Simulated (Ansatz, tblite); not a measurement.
# Ge(NH2)2 (GeN2H4): rung by rung, part 2 of 2

Aim: run the singlet of Ge(NH2)2 (GeN2H4) at one geometry on many levels, and compare frontier levels, spin and run time.

Ansatz 0.2.0, Gaussian basis; as each input shows. The steps go on from the part before.

### 18 CCSD(T)/def2-TZVPP

Input file in.yaml:

```yaml
crystal:
  periodic: [false, false, false]
  atoms:
    - {symbol: Ge, position_ang: [0.010888, 0.888589, -0.868518]}
    - {symbol: N, position_ang: [1.369620, 0.001774, -0.021563]}
    - {symbol: H, position_ang: [2.333857, 0.205405, -0.230556]}
    - {symbol: H, position_ang: [1.275835, -0.717302, 0.681525]}
    - {symbol: N, position_ang: [-1.369091, 0.038080, -0.018687]}
    - {symbol: H, position_ang: [-2.327985, 0.266359, -0.226796]}
    - {symbol: H, position_ang: [-1.293125, -0.682905, 0.684594]}
basis:
  gaussian: {orbitals: def2-TZVPP, initial_orbitals: start.molden}
correlation: {method: ccsd_t}
scf: {omitted_lower_state_checks: [starts]}
output: {orbitals: {seedname: orbitals}}
```

Launch:

```bash
> ansatz run in.yaml --threads 4 --pin off --events-out ev --progress --plain --max-ram 3916MiB
```

What it wrote, shortened:

```text
Functional definition: HF
  name "HF"
  cite "Fock, Z. Phys. 61, 126 (1930) doi:10.1007/BF01340294"
  parent pbe
[...]
1016 factors; integrals over basis functions are off by at most 1.2e-3 eV
[...]
mean field -59502.48471878 eV, -2186.6759811823 hartree, gradient 2.1e-6 eV, S^2 0.000000; 0 other end points of the search recorded, 0 dependent functions left out
11 core orbitals not correlated: weight in the atoms' cores, before any rotation towards them, 1.000 or more for the frozen orbitals, at most 0.000 for the correlated occupied ones
reference -59502.48471878 eV, -2186.6759811823 hartree; 14, 14 occupied and 141, 141 virtual orbitals, 1016 factors
second order -18.19558935 eV of doubles, -0.00000000 eV of singles
cycle   1  -18.00113190 eV  change    1.9e-1 eV  update   9.9e-2
[...]
cycle   9  -18.56671598 eV  change    1.2e-6 eV  update   1.9e-5
perturbative correction -0.74727620 eV, -0.0274618939 hartree
Total energy: -59521.79871096 eV, -2187.3857573035 hartree
Checks for a lower state left out: starts
```

It took 33 s on 4 threads of Arm Neoverse V1, shared host; peak memory 1.4 GiB.

From the report: Hartree-Fock HOMO -9.27 eV, LUMO 2.42 eV; T1 0.013.

### 19 MP2/def2-TZVP

Edit in.yaml of step 18 so:

```diff
@@ -11,4 +11,4 @@
 basis:
-  gaussian: {orbitals: def2-TZVPP, initial_orbitals: start.molden}
-correlation: {method: ccsd_t}
+  gaussian: {orbitals: def2-TZVP, initial_orbitals: start.molden}
+correlation: {method: mp2}
 scf: {omitted_lower_state_checks: [starts]}
```

The command is unchanged.

What it wrote:

```text
Functional definition: HF
  name "HF"
  cite "Fock, Z. Phys. 61, 126 (1930) doi:10.1007/BF01340294"
  parent pbe
  exchange = exact_x
  correlation = 0
these checks for a lower state are left out or cut short: starts
919 factors; integrals over basis functions are off by at most 1.3e-3 eV
mean field evaluation 1: about -59501.6194 eV, gradient 2.8e1 eV
mean field evaluation 2: about -59502.2763 eV, gradient 8.6e-1 eV
mean field evaluation 4: about -59502.3889 eV, gradient 1.1e-2 eV
mean field evaluation 8: about -59502.3889 eV, gradient 2.9e-6 eV
mean field -59502.38889990 eV, -2186.6724599036 hartree, gradient 2.9e-6 eV, S^2 0.000000; 0 other end points of the search recorded, 0 dependent functions left out
11 core orbitals not correlated: weight in the atoms' cores, before any rotation towards them, 1.000 or more for the frozen orbitals, at most 0.000 for the correlated occupied ones
reference -59502.38889990 eV, -2186.6724599036 hartree; 14, 14 occupied and 109, 109 virtual orbitals, 919 factors
second order -17.85230516 eV of doubles, -0.00000000 eV of singles
Total energy: -59520.24120506 eV, -2187.3285200174 hartree
Checks for a lower state left out: starts
```

Run time: 0.85 s. Hardware: 4 threads of Arm Neoverse V1, shared host.

Hartree-Fock HOMO -9.27 eV, LUMO 2.43 eV.

### 20 RPA/def2-TZVP

Edit in.yaml of step 19 so:

```diff
@@ -12,4 +12,4 @@
   gaussian: {orbitals: def2-TZVP, initial_orbitals: start.molden}
-correlation: {method: mp2}
+hamiltonian: {xc: pbe}
+correlation: {method: rpa}
 scf: {omitted_lower_state_checks: [starts]}
-output: {orbitals: {seedname: orbitals}}
```

Same command.

What it wrote, shortened:

```text
Functional definition: PBE
  name "PBE"
  cite "Perdew, Burke & Ernzerhof, Phys. Rev. Lett. 77, 3865 (1996) doi:10.1103/PhysRevLett.77.3865"
  parent pbe
[...]
919 factors; integrals over basis functions are off by at most 1.3e-3 eV
[...]
mean field -59553.41023675 eV, -2188.5474594492 hartree, gradient 2.6e-6 eV, S^2 0.000000; 0 other end points of the search recorded, 0 dependent functions left out
11 core orbitals not correlated: weight in the atoms' cores, before any rotation towards them, 1.000 or more for the frozen orbitals, at most 0.000 for the correlated occupied ones
reference -59501.08544989 eV, -2186.6245589993 hartree; 14, 14 occupied and 109, 109 virtual orbitals, 919 factors
Total energy: -59528.91639728 eV, -2187.6473274512 hartree
Checks for a lower state left out: starts
```

Run time: 2.5 s. Hardware: 4 threads of Arm Neoverse V1, shared host.

### 21 Levels side by side

| level | functions | HOMO (eV) | LUMO (eV) | gap (eV) | time |
| --- | --- | --- | --- | --- | --- |
| HF/STO-3G | 32 | -6.41 | 6.78 | 13.19 | 0.15 s |
| HF/6-31G | 55 | -9.19 | 2.38 | 11.57 | 0.3 s |
| HF/def2-TZVP | 134 | -9.27 | 2.43 | 11.70 | 1.9 s |
| PBE-D4/def2-SVP | 80 | -5.25 | -1.07 | 4.18 | 0.65 s |
| PBE-D4/def2-TZVP | 134 | -5.54 | -1.34 | 4.20 | 2.4 s |
| revPBE-D4/def2-TZVP | 134 | -5.48 | -1.27 | 4.21 | 1.1 s |
| BLYP-D4/def2-TZVP | 134 | -5.38 | -1.24 | 4.14 | 2.5 s |
| r2SCAN-D4/def2-TZVP | 134 | -5.85 | -1.26 | 4.59 | 2.6 s |
| r2SCANh-D4/def2-TZVP | 134 | -6.36 | -0.97 | 5.38 | 6.5 s |
| B3LYP-D4/6-31G | 55 | -6.31 | -0.56 | 5.75 | 0.65 s |
| B3LYP-D4/def2-TZVP | 134 | -6.64 | -0.81 | 5.83 | 3.6 s |
| PBE0-D4/def2-SVP | 80 | -6.66 | -0.35 | 6.32 | 1.1 s |
| PBE0-D4/def2-TZVP | 134 | -6.83 | -0.59 | 6.23 | 3.2 s |
| BHLYP-D4/def2-TZVP | 134 | -7.84 | 0.24 | 8.08 | 3.7 s |

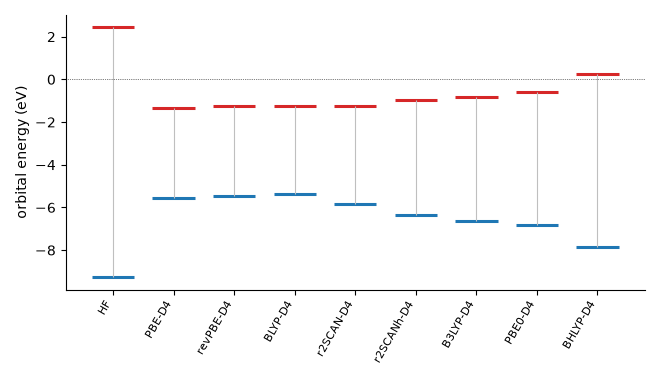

Highest filled (blue) and lowest empty (red) level in def2-TZVP.

The pieces so far (eV):

```
     basis           HF  MP2 correlation  CCSD correlation      (T)              total
def2-TZVPP  -59502.4847         -18.1956          -18.5667  -0.7473        -59521.7987
 def2-TZVP  -59502.3889         -17.8523                             -59520.2412 (MP2)
```

### 22 Binding energy

Free atoms were run apart at each level; binding is atoms less cluster, divided by the number of atoms, without zero-point or spin-orbit terms.

Differences are taken before rounding.

```csv
method,binding an atom (eV),from CCSD(T)/def2-TZVPP (eV),time
HF/STO-3G,2.437,-0.823,0.15 s
HF/6-31G,1.952,-1.307,0.3 s
HF/def2-TZVP,2.125,-1.134,1.9 s
HF/def2-TZVPP,2.139,-1.120,
PBE-D4/def2-SVP,3.430,+0.171,0.65 s
PBE-D4/def2-TZVP,3.449,+0.190,2.4 s
revPBE-D4/def2-TZVP,3.351,+0.092,1.1 s
BLYP-D4/def2-TZVP,3.422,+0.162,2.5 s
r2SCAN-D4/def2-TZVP,3.335,+0.075,2.6 s
r2SCANh-D4/def2-TZVP,3.301,+0.041,6.5 s
B3LYP-D4/6-31G,3.280,+0.020,0.65 s
B3LYP-D4/def2-TZVP,3.390,+0.130,3.6 s
PBE0-D4/def2-SVP,3.321,+0.061,1.1 s
PBE0-D4/def2-TZVP,3.340,+0.080,3.2 s
BHLYP-D4/def2-TZVP,3.238,-0.021,3.7 s
MP2/def2-TZVP,3.230,-0.029,0.85 s
CCSD/def2-TZVPP,3.195,-0.065,
CCSD(T)/def2-TZVPP,3.259,0,33 s
```

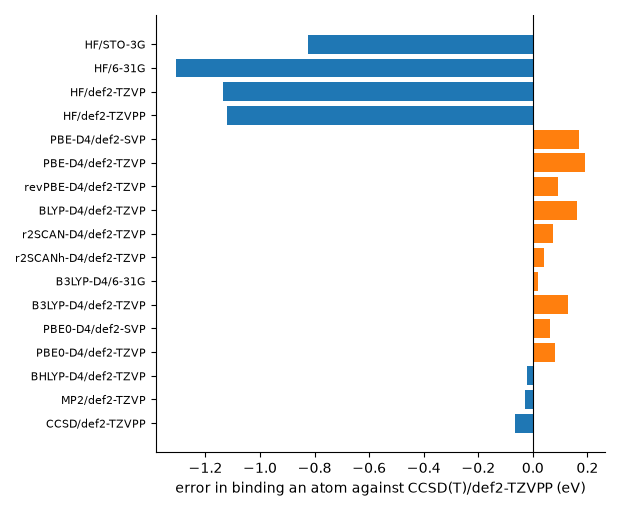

Error of each method against CCSD(T)/def2-TZVPP.

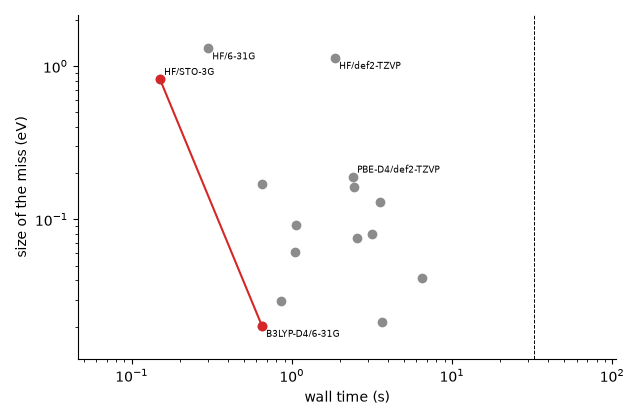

Accuracy for the time spent; red marks the levels that beat every quicker one drawn (of those quicker than the yardstick), and the dashed line is the time of CCSD(T)/def2-TZVPP. Only those levels and the largest misses are named. Times are from a shared host.

### 23 Outcome

This closing draws on all 2 parts.

```
                                                                  quantity                             value
gap in def2-TZVP, named functionals and Hartree-Fock, smallest and largest  4.14 eV (BLYP-D4), 11.70 eV (HF)
                                    correlation energy, CCSD(T)/def2-TZVPP                         -19.31 eV
                                         correlation energy, MP2/def2-TZVP                         -17.85 eV
                                       binding an atom, CCSD(T)/def2-TZVPP                          3.259 eV
                           PBE0 total energy, smallest basis above largest    10.82 eV (def2-SVP, def2-TZVP)
```

Over the named functionals and Hartree-Fock in def2-TZVP the gap runs from 4.14 eV (BLYP-D4) to 11.70 eV (HF); exact exchange widens it. A small miss in a minimal or small basis is a cancelling of errors, not accuracy. The functionals in def2-TZVP miss CCSD(T)/def2-TZVPP by -0.021 (BHLYP-D4) to +0.190 eV (PBE-D4) an atom. CCSD(T)/def2-TZVPP isn't at the basis-set limit; small misses against it rank nothing.

For cost: B3LYP-D4/6-31G gets within 0.020 eV in 0.65 s, where CCSD(T)/def2-TZVPP took 33 s; the quickest level in the cost chart, HF/STO-3G, takes 0.15 s and misses by 0.823 eV. The slowest run with a step of its own, CCSD(T)/def2-TZVPP, took 33 s; the quickest functional in def2-TZVP took 1.1 s (shared host).
